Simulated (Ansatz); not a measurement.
## Electronic structure of C2H3Cl3Si in real space

The calculation's input:

```
crystal:
  periodic: [false, false, false]
  atoms:
    - {symbol: C, position_ang: [-0.472610, -0.383942, 1.480974]}
    - {symbol: C, position_ang: [0.370425, 0.212241, 0.644617]}
    - {symbol: Si, position_ang: [0.200871, 0.167144, -1.183365]}
    - {symbol: Cl, position_ang: [-1.437071, -0.908973, -1.735762]}
    - {symbol: Cl, position_ang: [1.853143, -0.675510, -2.026103]}
    - {symbol: Cl, position_ang: [0.023644, 2.056734, -1.923844]}
    - {symbol: H, position_ang: [-0.337853, -0.334022, 2.557140]}
    - {symbol: H, position_ang: [-1.330523, -0.945376, 1.125182]}
    - {symbol: H, position_ang: [1.218474, 0.765406, 1.043964]}
basis:
  gaussian: {orbitals: def2-TZVPP}
hamiltonian: {xc: pbe0, dispersion: d4}
output: {orbitals: {seedname: orbitals}}
```

Run with:

```sh
ansatz run in.yaml --threads 4 --pin off --events-out ev --progress --plain --max-ram 10444MiB
```

Geometry: PBE0-D4/def2-TZVP.

All numbers below come from Ansatz, RKS PBE0-D4/def2-TZVPP.

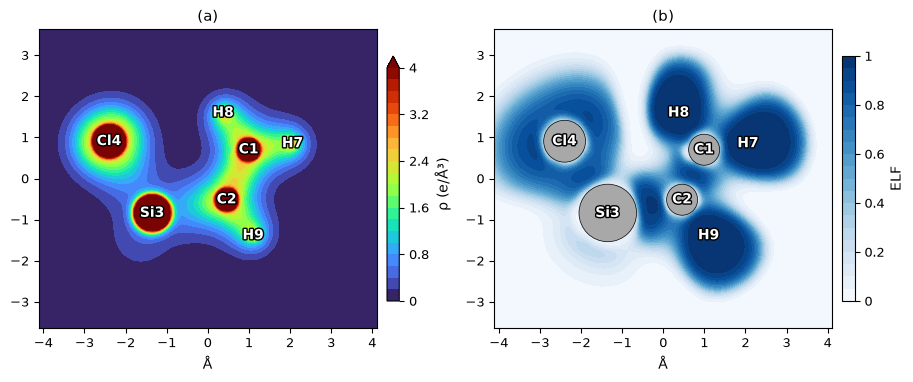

Figure 1. (a) total electron density; (b) electron localisation function on the plane of atoms C2, C1 and H7. Grey discs cover the atomic cores in the ELF map.

> Interpret the plot.

The plane passes through C, Si, Cl and H nuclei. C–C (1.33 Å): the density is about 2.4 e/Å³ at the midpoint; the ELF peaks at about 0.90 between the atoms; a short, multiple covalent bond. C–Si (1.84 Å): the density is about 1.1 e/Å³ at the midpoint; the ELF peaks at about 0.95 between the atoms; a covalent bond. Si–Cl (2.04 Å): ρ is about 0.95 e/Å³ halfway; the ELF peaks at about 0.85 between the atoms, as expected for a shared but strongly polarised pair. C–H (1.09 Å): ρ at the midpoint is about 2.1 e/Å³; the ELF climbs to about 1 towards the hydrogen, as it does in any bond to H; a covalent bond by its length. The ELF also peaks beside Cl4, away from the bonds: lone-pair regions.

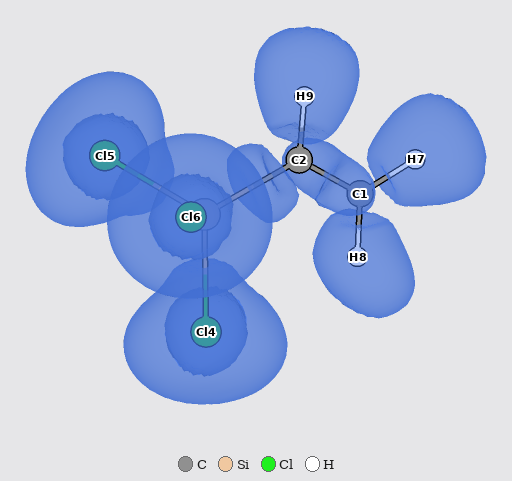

Figure 2. Isosurface of the ELF at 0.75 (blue), seen at a tilt. Core shells and regions of very low density are left out.

> Identify the bonds, lone pairs and shells in this picture.

The surface consists of one region between bonded C–C atoms (shared pairs), one region between bonded C–Si atoms (shared pairs), three regions around hydrogen nuclei and three regions on Cl in which the atom's valence shell and bonds are merged.

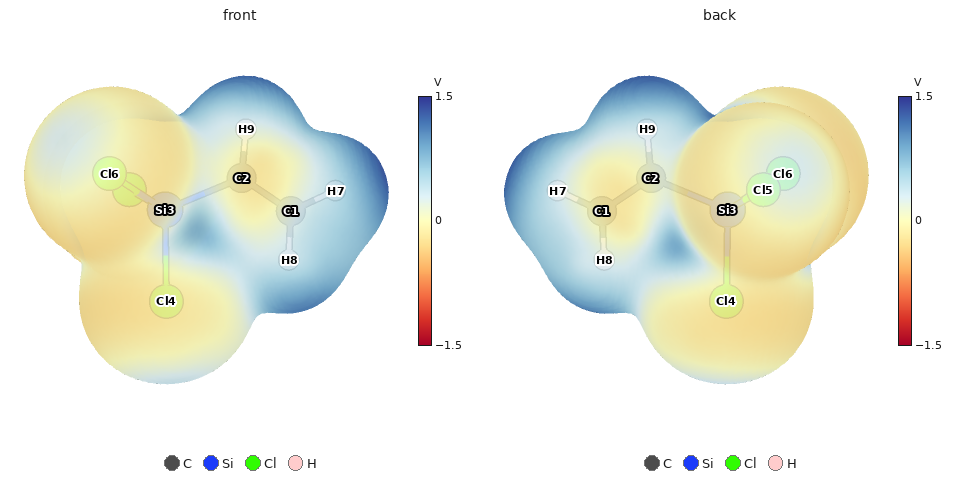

Figure 3. The molecular electrostatic potential painted on the density surface at 0.002 e/bohr³, seen from the front and from behind; the colour scale runs from red (negative) to blue (positive).

> Describe the electrostatic potential map.

The most negative region (about −0.3 V) lies over Cl5 and Cl6, the most positive (about +1.3 V) over Si3, H7 and H9. Cl5 shows a σ-hole: about +0.3 V at the tip opposite its bond, against about −0.2 V on its flanks. Cl6 shows a σ-hole: about +0.3 V at the tip opposite its bond, against about −0.2 V on its flanks.
